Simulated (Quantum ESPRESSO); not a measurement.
Convergence study of the k-point mesh for CdSe (R3m, 2 atoms in the cell)

```yaml
crystal:
  lattice:
    - [2.14969, -1.24113, 3.51043]
    - [0.00000, 2.48225, 3.51043]
    - [-2.14969, -1.24113, 3.51043]
  atoms:
    - { symbol: Cd, position: [0.00475, 0.00475, 0.00475] }
    - { symbol: Se, position: [0.25000, 0.25000, 0.25000] }
```

Method: LDA (PZ), PSlibrary ultrasoft (LDA) pseudopotentials (plane waves; Quantum ESPRESSO 7.5).

Base settings: ecutwfc = 45 Ry; ecutrho = 540 Ry; occupations = smearing; smearing = fermi-dirac; degauss = 0.000734986 Ry; potentials = {Cd: Cd.pz-n-rrkjus_psl.1.0.0.UPF, Se: Se.pz-n-rrkjus_psl.1.0.0.UPF}; K_POINTS = automatic 3 3 3 0 0 0; conv_thr = 1e-11 Ry; mixing_beta = 0.3.

The second cell is the first with its lattice scaled by 0.98.

Only quantities that move along the ladder and can be compared are tabulated.

The count of work is k-points × plane waves × bands × iterations; it is no time. Core times come from one kind of shared machine, to one figure; runs under 30 s give none.

The starting cell has typed, rounded lattice constants, without a prior relaxation at this level. Its lattice was rescaled by up to half a per cent. One atom was moved a little off its site on purpose.

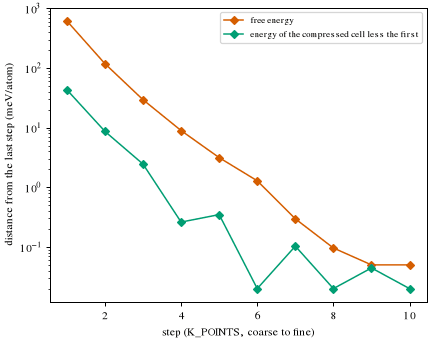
Fig. 1. Distance from the last step along the ladder; very small values are drawn at a floor.

| K_POINTS | free energy less the last step's (meV/atom) | energy of the compressed cell less the first (meV/atom) | pressure (GPa) | largest difference of a force vector from the last step's (eV/Å) | gap on the mesh (eV) | count of work / last | core time / last (rough) |
|---|---|---|---|---|---|---|---|
| automatic 2 2 2 0 0 0 | 615.70 | 43.64 | 1.51 | 0.030 | 0.086 | 0.0059 | 0.08 |
| automatic 3 3 3 0 0 0 | 118.00 | 9.13 | -1.45 | 0.006 | 0.252 | 0.0082 | – |
| automatic 4 4 4 0 0 0 | 29.36 | 2.93 | -2.10 | 0.003 | 0.297 | 0.018 | – |
| automatic 5 5 5 0 0 0 | 8.93 | 0.74 | -2.26 | 0.001 | 0.312 | 0.024 | 0.09 |
| automatic 6 6 6 0 0 0 | 3.14 | 0.83 | -2.30 | 0.001 | 0.317 | 0.044 | 0.06 |
| automatic 7 7 7 0 0 0 | 1.28 | 0.47 | -2.31 | 0.000 | 0.319 | 0.064 | 0.1 |
| automatic 9 9 9 0 0 0 | 0.30 | 0.38 | -2.31 | 0.000 | 0.320 | 0.18 | 0.3 |
| automatic 11 11 11 0 0 0 | 0.10 | 0.46 | -2.31 | 0.000 | 0.320 | 0.17 | 0.2 |
| automatic 13 13 13 0 0 0 | 0.02 | 0.44 | -2.31 | 0.000 | 0.320 | 0.34 | 0.2 |
| automatic 17 17 17 0 0 0 | 0.01 | 0.46 | -2.31 | 0.000 | 0.320 | 0.67 | 0.4 |
| automatic 20 20 20 0 0 0 | 0.00 | 0.48 | -2.31 | 0.000 | 0.320 | 1.0 | 1 |

Coarsest K_POINTS that holds the free energy within 2 meV/atom of the last step, with all finer ones: automatic 7 7 7 0 0 0, at 0.064 of the last step's count of work and about 0.1 of the last step's time; the step before is off by 3.1 meV/atom.

Coarsest K_POINTS that holds the energy of the compressed cell less the first within 0.2 meV/atom of the last step, with all finer ones: automatic 7 7 7 0 0 0, at 0.064 of the last step's count of work and about 0.1 of the last step's time; the step before is off by 0.35 meV/atom.

The energy difference between the two cells stays within 1 meV/atom of the last step's from automatic 5 5 5 0 0 0 on, the total only from automatic 9 9 9 0 0 0 on: much of the error is common to both cells and cancels.
